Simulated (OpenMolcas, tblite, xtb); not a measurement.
## A ladder of methods for BSiN2H5 (SMILES N[SiH]1BN1)

BSiN2H5: 9 atoms, total charge 0, spin state singlet. As SMILES, `N[SiH]1BN1`. The coordinates come from a PBE0-D4/def2-TZVP relaxation. This is one conformer, not always the lowest.

| atom | x (Å) | y (Å) | z (Å) |
| --- | --- | --- | --- |
| N | -0.6378 | 1.5881 | 0.2182 |
| Si | 0.2589 | 0.1755 | 0.5305 |
| B | -0.2339 | -1.6258 | 0.1102 |
| N | 0.6505 | -0.9716 | -0.7384 |
| H | -0.2213 | 2.5033 | 0.2129 |
| H | -1.5618 | 1.5773 | -0.1773 |
| H | 1.4412 | 0.6209 | 1.3052 |
| H | -0.7413 | -2.7024 | 0.1144 |
| H | 1.1340 | -1.2116 | -1.5929 |

Quantity: the dipole moment, in D. The values are calculated.

| level | kind | program | value (D) | CPU time |
| --- | --- | --- | --- | --- |
| GFN0-xTB | semi-empirical | xtb | 1.25 | under 2 s |
| IPEA1-xTB | semi-empirical | tblite | 3.45 | under 2 s |
| HF/cc-pVDZ | Hartree–Fock | OpenMolcas | 1.96 | 6.3 s |
| SVWN5/cc-pVDZ | LDA | OpenMolcas | 2.36 | 19 s |
| PBE/cc-pVDZ | GGA | OpenMolcas | 2.30 | 30 s |
| revPBE/cc-pVDZ | GGA | OpenMolcas | 2.28 | 29 s |
| r2SCAN/cc-pVDZ | meta-GGA | OpenMolcas | 2.25 | 41 s |
| M06-2X/cc-pVDZ | hybrid meta-GGA | OpenMolcas | 2.14 | 36 s |

The values span 1.25 to 3.45 D. Magnitudes only. CPU times are rough (shared hosts, several kinds of processor and program).

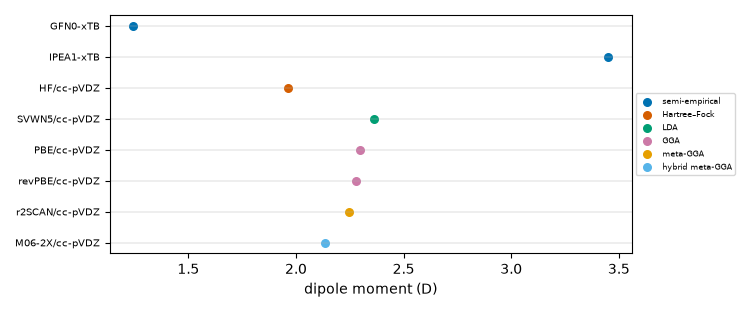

The values of the table, level by level.
